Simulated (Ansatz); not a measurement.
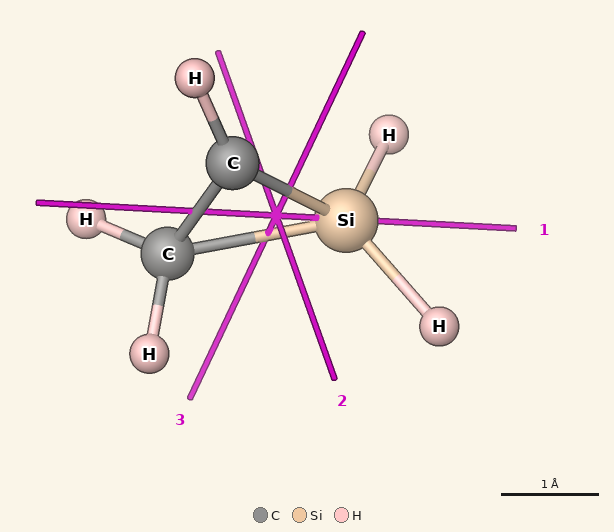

The three principal axes of inertia are drawn and numbered. Depth is shown by fading: the farther an atom, the more it takes the colour of the background. State: neutral, doublet. The geometry was computed by an optimisation with PBE-D4/def2-SVP. No frequency run is at hand to confirm it as a minimum. Masses are those of the most abundant isotopes; constants are for the rigid equilibrium geometry.

Question: Which line is the a axis (least moment of inertia), which b and which c?

Answer: a is line 1, b is line 3, c is line 2; the moments are 23.6, 54.2, 67.8 u Å².

Question: Classify the rotor and give the rotational constants (cm⁻¹).

Answer: An asymmetric top (C1): A = 0.715, B = 0.311, C = 0.249 cm⁻¹. Ray's parameter κ is −0.73, nearer the prolate limit.
